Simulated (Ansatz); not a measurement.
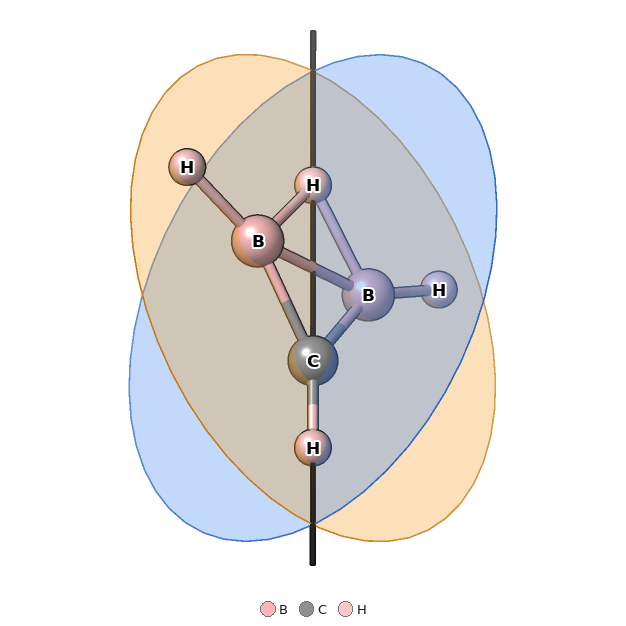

All proper rotation axes (lines) and mirror planes (discs) of the structure are drawn in. Distant atoms are faded towards the background colour. The computed structure is the end point of a PBE-D4/def2-SVP optimisation. No frequency run is at hand to confirm it as a minimum.

> Name the symmetry elements and the point group.

It has 1 C2 axis and 2 mirror planes. Point group C2v. The group has 4 operations. The geometry is achiral, and symmetry allows a dipole moment.
